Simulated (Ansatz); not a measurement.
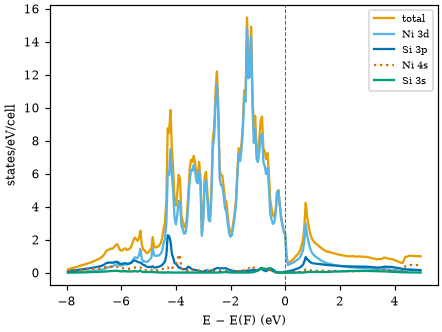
Fig. 1. Total and projected density of states of SiNi$_{3}$ (Cu3Au type, space group No. 221), LDA in the plane-wave PAW code Ansatz

Which orbitals carry the states next to the Fermi level?

Within 0.5 eV of the Fermi level: Ni 3d 92 %. Projections are on Löwdin-orthogonalised atomic valence shells; empty p or d shells of many metals are not among them.

Where is the tallest occupied peak in this window, and what makes it?

Near -1.4 eV, about 15 states/eV per cell; the largest projected share is Ni 3d.

Space group Pm-3m (Cu3Au type). The cell was relaxed with LDA under the symmetry of its start; of distortions, only those at the zone centre were tested. No spin polarisation was allowed.

Potentials: the later of the program's two PAW sets.
